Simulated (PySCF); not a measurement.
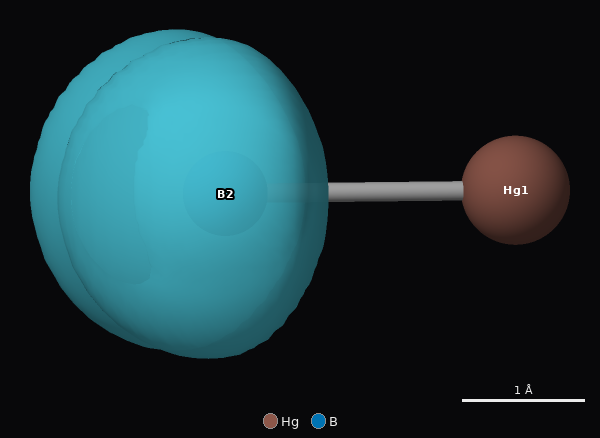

Figure 1: HgB (doublet). Isosurface of the ELF at 0.8 (cyan), seen from one side. Core shells and regions of very low density are left out.

Core potentials replace the inner electrons of Hg.

Method: PBE0/def2-SVP, non-relativistic Hamiltonian with scalar-relativistic core potentials where named, at a bond length of 2.417 Å (PySCF).

```xyz
2

Hg    0.0000    0.0000   -0.1249
B     0.0000    0.0000    2.2921
```

Question: Describe the localisation domains.

Answer: At this value the surface marks out one ring or bowl of non-bonding electrons around B. Along the contacts the grid gives the following. Hg–B (2.42 Å): the ELF peaks at about 0.65 in the valence shell of B, 0.8 Å from its nucleus, and is about 0.35 at the midpoint.
